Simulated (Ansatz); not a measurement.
# Ge (diamond structure), cut as [110] fin, 1.15 nm along [001] by 0.81 nm along [1-10], dimers on {100} faces

The numbers are results of PBE (plane waves to 420 eV, PAW; Ansatz, a first-principles code), not measurements.

k-points: Γ-centred 1×1×3 mesh; occupations: Fermi-Dirac, 0.020 eV; spin polarisation not allowed. No spin-orbit coupling.

 The relaxation kept the symmetry of its start, so a lower minimum of less symmetry isn't excluded. The period along the axis is held at the bulk value.

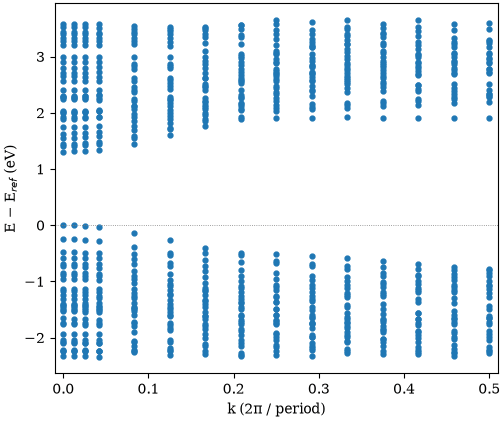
Fig. 1. Levels along the axis at 15 k-points, drawn as points, zero at the top of the valence band

Electronic character: not metallic; Kohn-Sham band gap: 1.31 eV. Only levels within the plotted window are shown.
